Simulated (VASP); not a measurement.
Band structure of ZrS₂ (space group P-3m1). Computed with PBE GGA, VASP's PBE PAW potentials (set 64) (plane waves; VASP).

The path is coarsely sampled, so an indirect gap can come out somewhat too large.

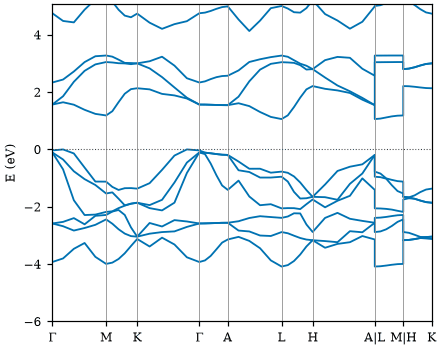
Figure. Bands along high-symmetry lines, zero at the valence-band maximum or, without a gap, the Fermi level

Read the plot: is there a gap, and where are the band edges?

The gap is indirect, 1.06 eV, from the valence maximum at K-Γ at 0.80 to the conduction minimum at L.

The structure comes from a computed database's ZrS2 entry; how it stands against other phases isn't given here. The cell was not relaxed at this level.
